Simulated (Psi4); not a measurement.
# CHF2S (SMILES F[C](F)S) at UPBE0/cc-pVDZ (sweep point 1)

What is the vertical doublet–quartet gap of CHF2S at UPBE0/cc-pVDZ (sweep point 1)? 

Program for the calculation: Psi4 1.11.

## Step 1: The structure to begin with

CHF2S has 5 atoms, charge 0, and is taken as a doublet. As SMILES, `F[C](F)S`. Geometry: relaxed at GFN2-xTB. This is one conformer, not always the lowest.

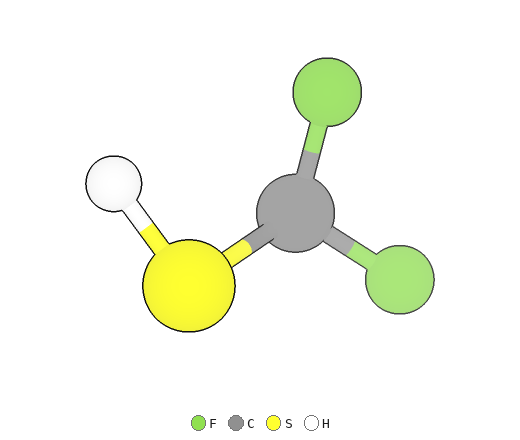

The structure, seen from a chosen angle (fluorine green, carbon grey, sulfur yellow, hydrogen white).

## Step 2: The energy at UPBE0/cc-pVDZ (sweep point 1)

job.py

```python
import psi4

psi4.set_memory('1600 MB')
psi4.set_num_threads(1)
psi4.core.set_output_file('output.dat', False)

geom = psi4.geometry("""
0 2
F      1.059930     0.084330     0.946710
C      0.237900    -0.492110     0.056920
F     -0.201370    -1.651490     0.543360
S     -0.976730     0.526160    -0.679570
H     -0.119740     1.533120    -0.867410
units angstrom
symmetry c1
""")

psi4.set_options({
    'reference': 'uks',
    'puream': True,
    'scf_type': 'pk',
    'dft_radial_points': 99,
    'dft_spherical_points': 590,
    'maxiter': 150,
})

energy_value, wavefunction = psi4.energy('pbe0/cc-pVDZ', molecule=geom, return_wfn=True)
print(f'total energy {energy_value:.8f} hartree = {energy_value * 27.211386:.5f} eV')
```

Command:

```sh
$ python job.py
```

output.dat (excerpt; [...] marks lines left out):

```text
[...]
  Running in c1 symmetry.
[...]
  Nuclear repulsion =  160.364331056783385
[...]
  Multiplicity = 2
[...]
  Nalpha       = 21
  Nbeta        = 20
[...]
    Number of basis functions: 65
[...]
   @UKS iter   1:  -636.11377873302445   -1.64240e-01   4.68292e-03 DIIS/ADIIS
[...]
   @UKS iter   9:  -636.15226118219584   -5.79092e-08   9.43005e-07 DIIS
[...]
   @S^2 Observed:                7.535868056E-01
[...]
    Orbital Energies [Eh]
    ---------------------
    Alpha Occupied:
       1A    -89.073987     2A    -24.825501     3A    -24.819916
       4A    -10.417513     5A     -8.045011     6A     -5.982082
       7A     -5.978594     8A     -5.972578     9A     -1.322679
      10A     -1.262755    11A     -0.838136    12A     -0.685864
      13A     -0.593366    14A     -0.556594    15A     -0.548963
      16A     -0.470979    17A     -0.454102    18A     -0.437747
      19A     -0.406975    20A     -0.322479    21A     -0.221675
    Alpha Virtual:
      22A      0.007748    23A      0.063825    24A      0.136604
      25A      0.177440    26A      0.344837    27A      0.435692
[...]
  @UKS Final Energy:  -636.15226118219584
   => Energetics <=
    Nuclear Repulsion Energy =            160.3643310567833851
    One-Electron Energy =               -1199.0056660794659820
    Two-Electron Energy =                 441.8627620814057764
    DFT Exchange-Correlation Energy =     -39.3736882409190088
    Empirical Dispersion Energy =           0.0000000000000000
    VV10 Nonlocal Energy =                  0.0000000000000000
    Total Energy =                       -636.1522611821958435
[...]
 Multipole Moments:
 ------------------------------------------------------------------------------------
     Multipole            Electronic (a.u.)      Nuclear  (a.u.)        Total (a.u.)
 ------------------------------------------------------------------------------------
 L = 1.  Multiply by 2.5417464519 to convert [e a0] to [Debye]
 Dipole X            :          1.0708915           -1.0834471           -0.0125556
 Dipole Y            :         -2.2175939            2.7369921            0.5193982
 Dipole Z            :          1.8713200           -2.1656932           -0.2943732
 Magnitude           :                                                    0.5971497
[...]
```

The script printed:

```text
total energy -636.15226118 hartree = -17310.58473 eV
```

It took 22 s on 1 thread of AMD EPYC 7R43 (Zen 3), shared host; peak memory 0.79 GiB.

## Step 3: The quartet, same level

chf2s.py

```python
import psi4

psi4.set_memory(1600000000)
psi4.set_num_threads(1)
psi4.set_output_file('chf2s.out', False)

geom = psi4.geometry("""
0 4
F      1.059930     0.084330     0.946710
C      0.237900    -0.492110     0.056920
F     -0.201370    -1.651490     0.543360
S     -0.976730     0.526160    -0.679570
H     -0.119740     1.533120    -0.867410
symmetry c1
""")

psi4.set_options({
    'basis': 'cc-pVDZ',
    'reference': 'uks',
    'puream': True,
    'scf_type': 'pk',
    'dft_radial_points': 99,
    'dft_spherical_points': 590,
    'maxiter': 150,
})

energy_value, wavefunction = psi4.energy('PBE0', return_wfn=True)
print(f'PBE0 energy: {energy_value:.10f} Eh')
for k, v in sorted(psi4.core.scalar_variables().items()):
    print(f'{k:45s} {v:18.10f}')
```

Command:

```sh
$ python chf2s.py
```

chf2s.out (excerpt; [...] marks lines left out):

```text
[...]
  Running in c1 symmetry.
[...]
  Nuclear repulsion =  160.364331056783385
[...]
  Multiplicity = 4
[...]
  Nalpha       = 22
  Nbeta        = 19
[...]
    Number of basis functions: 65
[...]
   @UKS iter   1:  -635.90246022377585    4.70788e-02   3.91023e-03 ADIIS/DIIS
[...]
   @UKS iter  11:  -635.92977764820330   -6.03724e-08   5.33329e-07 DIIS
[...]
   @S^2 Observed:                3.756875278E+00
[...]
    Orbital Energies [Eh]
    ---------------------
    Alpha Occupied:
       1A    -89.137855     2A    -24.838967     3A    -24.834557
       4A    -10.410459     5A     -8.101987     6A     -6.045521
       7A     -6.034017     8A     -6.030792     9A     -1.334743
      10A     -1.274951    11A     -0.885782    12A     -0.703534
      13A     -0.605216    14A     -0.577794    15A     -0.565330
      16A     -0.489602    17A     -0.472180    18A     -0.452284
      19A     -0.435190    20A     -0.397572    21A     -0.250014
      22A     -0.089656
    Alpha Virtual:
      23A      0.030197    24A      0.123592    25A      0.160437
[...]
  @UKS Final Energy:  -635.92977764820330
   => Energetics <=
    Nuclear Repulsion Energy =            160.3643310567833851
    One-Electron Energy =               -1197.8343346969827508
    Two-Electron Energy =                 440.9149591321051957
    DFT Exchange-Correlation Energy =     -39.3747331401091287
    Empirical Dispersion Energy =           0.0000000000000000
    VV10 Nonlocal Energy =                  0.0000000000000000
    Total Energy =                       -635.9297776482032987
[...]
 Multipole Moments:
 ------------------------------------------------------------------------------------
     Multipole            Electronic (a.u.)      Nuclear  (a.u.)        Total (a.u.)
 ------------------------------------------------------------------------------------
 L = 1.  Multiply by 2.5417464519 to convert [e a0] to [Debye]
 Dipole X            :          0.8674142           -1.0834471           -0.2160329
 Dipole Y            :         -2.7280664            2.7369921            0.0089257
 Dipole Z            :          1.9971433           -2.1656932           -0.1685499
 Magnitude           :                                                    0.2741513
[...]
```

Standard output:

```text
PBE0 energy: -635.9297776482 Eh
CURRENT ENERGY                                   -635.9297776482
CURRENT REFERENCE ENERGY                         -635.9297776482
DD SOLVATION ENERGY                                 0.0000000000
DFT FUNCTIONAL TOTAL ENERGY                      -635.9297776482
DFT TOTAL ENERGY                                 -635.9297776482
DFT VV10 ENERGY                                     0.0000000000
DFT XC ENERGY                                     -39.3747331401
GRID ELECTRONS ALPHA                               21.9999999801
GRID ELECTRONS BETA                                19.0000000303
GRID ELECTRONS TOTAL                               41.0000000104
NUCLEAR REPULSION ENERGY                          160.3643310568
ONE-ELECTRON ENERGY                             -1197.8343346970
PCM POLARIZATION ENERGY                             0.0000000000
PE ENERGY                                           0.0000000000
SCF ITERATION ENERGY                             -635.9297776482
SCF ITERATIONS                                     11.0000000000
SCF TOTAL ENERGY                                 -635.9297776482
TWO-ELECTRON ENERGY                               440.9149591321
XC GRID RADIAL POINTS                              99.0000000000
XC GRID SPHERICAL POINTS                          590.0000000000
XC GRID TOTAL POINTS                           276971.0000000000
```

Run time: 24 s. Hardware: 1 thread of AMD EPYC 7R43 (Zen 3), shared host; peak memory 0.77 GiB.

## Step 4: What came out

At UPBE0/cc-pVDZ (sweep point 1):

| quantity | value |
| --- | --- |
| doublet: total energy | -636.15226 Eh |
| doublet: dipole moment | 1.52 D |
| doublet: HOMO energy (highest over α and β) | -6.03 eV |
| doublet: LUMO energy (lowest over α and β) | -1.38 eV |
| doublet: ⟨S²⟩ | 0.754 |
| quartet: total energy | -635.92978 Eh |
| quartet: dipole moment | 0.70 D |
| quartet: HOMO energy (highest over α and β) | -2.44 eV |
| quartet: ⟨S²⟩ | 3.757 |
| vertical energy of the quartet above the doublet | 6.054 eV |

**Reading.** At this shape the quartet lies 6.05 eV (584 kJ/mol) above the doublet.
